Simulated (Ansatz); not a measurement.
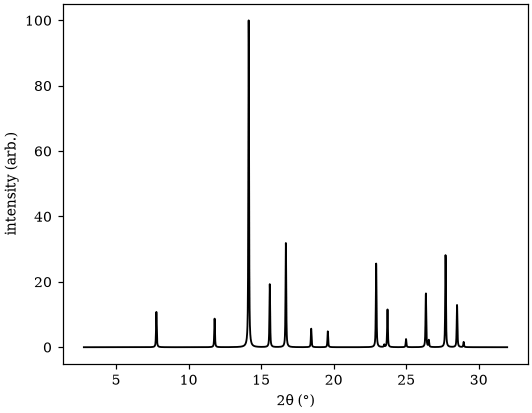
*Simulated powder pattern, Ag Kα, λ = 0.560885 Å*

The pattern belongs to a structure relaxed with plane-wave PAW PBE (Ansatz code).

Which of these materials gives this?
(A) MoW, rock salt
(B) BePt, L1₀ or tetragonal B2
(C) MoPt, L1₀ or tetragonal B2
(D) Sn2Pt, cubic Laves (MgCu2 type)

C, MoPt, L1₀ or tetragonal B2

Space group P4/mmm (L1₀ or tetragonal B2). The start of the workflow was typed in or built on a structure type; neither database checked (COD, Materials Project) lists it. Its standing as an ambient phase is unchecked. Symmetry was held in the PBE relaxation; whether a distortion lowers the energy is not shown. The run is not spin-polarised. Spin–orbit coupling is left out wherever it is not named.

Potentials: the earlier of the program's two PAW sets.
